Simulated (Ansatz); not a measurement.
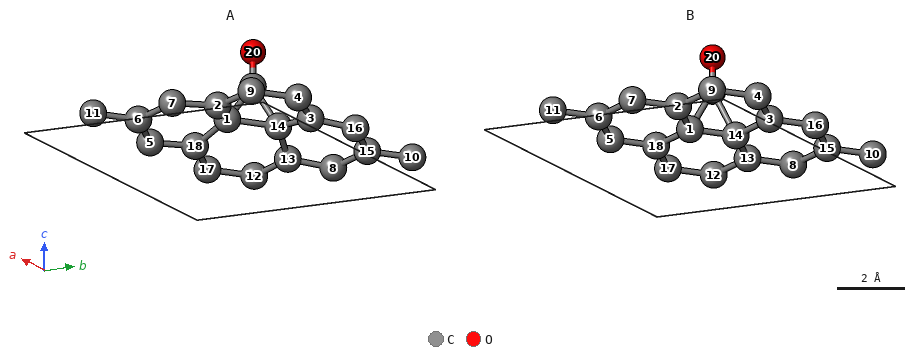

Two geometries of a slab of composition C19O, drawn at one scale. One is the start of a relaxation, the other its converged end. The picture is a ball-and-stick view of the cell of the calculation, outlined in the plane, without the vacuum (origin shifted), seen from a free direction.

Theory: DFT PBE-D3(BJ), scalar-relativistic, plane waves, PAW (Ansatz 0.2.0). (plane-wave cutoff 420 eV; k-point mesh 2 × 2 × 1; occupations gaussian; smearing width 0.02 eV; no spin polarisation; atoms relaxed in a fixed cell; force threshold 0.03 eV/Å; at most 60 steps)

**Which geometry has the lower energy?**

Structure A is the relaxed one. It is CO on graphene monolayer, set down by a guess. The run prepares an end point of a later path (molecule hop) calculation, from a guessed geometry. The energy falls by 1.078 eV per cell of the calculation in 7 geometry steps. The largest force component goes from 3.2 to 0.023 eV/Å. A C atom moves most relative to the layer's centre: 0.34 Å at 14° to the normal (+c side). By element the largest moves are C 0.34 Å, O 0.22 Å. The cell doesn't change. Some distances before and after: C–C 1.424 → 1.588 Å, C–C 1.582 → 1.479 Å, C–C 1.561 → 1.476 Å, C–C 1.424 → 1.465 Å. Bond angles that change, for instance: C–C–C 101.2° → 115.4°, C–C–C 101.9° → 115.2°, C–C–C 104.3° → 115.4°. Cost: 29 s on 1 thread of AMD EPYC 9R14 (Zen 4), with other jobs on the host, peak memory 0.68 GiB.

Limits of the set-up: the periodic images lie only 7.4 Å apart, so the values are limited by the cell's size.
